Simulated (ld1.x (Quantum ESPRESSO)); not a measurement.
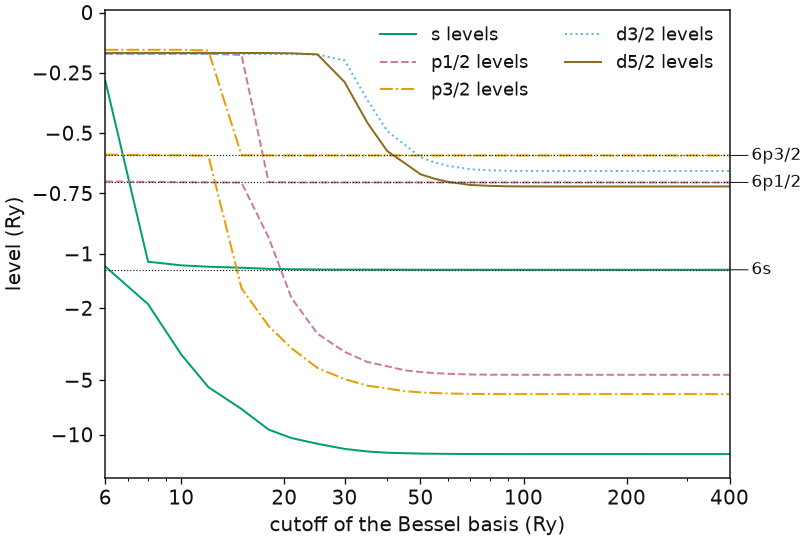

The pseudo-atom Hamiltonian at the reference potential is diagonalised in spherical Bessel functions (20 bohr box) up to the cutoff. Curves: the lowest levels of each channel that holds a bound state. Dotted lines: the all-electron valence levels.

Input of ld1.x (Quantum ESPRESSO) 7.5:

```
 &input
   title='Tl', zed=81., rel=2, dft='PZ', iswitch=3,
   config='[Xe] 4f14 5d10 6s2 6p0 6d-2', rel_dist='average',
   nld=5, rlderiv=3.35, eminld=-3.0, emaxld=5.0, deld=0.02
 /
 &inputp
   pseudotype=2, tm=.true., lloc=-1, rcloc=1.35,
   nlcc=.false.,
   file_pseudopw='Tl.UPF', file_wfcaegen='ae.wfc', file_wfcncgen='nc.wfc', file_beta='beta', file_chi='chi'
 /
3
6S  1  0   2.00   0.00  1.75  1.75  0.0
6P  2  1   0.00   0.00  2.95  2.95  0.0
6D  3  2  -2.00   0.15  3.10  3.10  0.0
 &test
   configts(1)='6s2 6p0'
 /
```

Command:
```bash
ld1.x < Tl.in > Tl.out
```

Functional and relativity: LDA (PZ), fully relativistic.

Q: Does every curve settle on an all-electron level?

A: Ghost states below the valence levels: s at -174.3 eV, p3/2 at -81.3 eV, p1/2 at -63.5 eV, d5/2 at -9.8 eV, d3/2 at -8.9 eV. A ghost is a curve that settles on no dotted line: a bound state with no counterpart among the valence levels. The p3/2 ghost lies close to the 5p core level of the all-electron atom (-6.15 Ry), so the potential binds a state that should have stayed in the core. In Ry: s -12.81, p3/2 -5.97, p1/2 -4.67, d5/2 -0.72, d3/2 -0.66.

Q: Read the all-electron valence levels.

A: 6s: -1.23 Ry; 6p1/2: -0.70 Ry; 6p3/2: -0.59 Ry.

Q: Does the ghost need a high cutoff to show?

A: The lowest s curve lies clearly below the lowest valence level of its channel from about 8 Ry on and ends at -12.81 Ry.
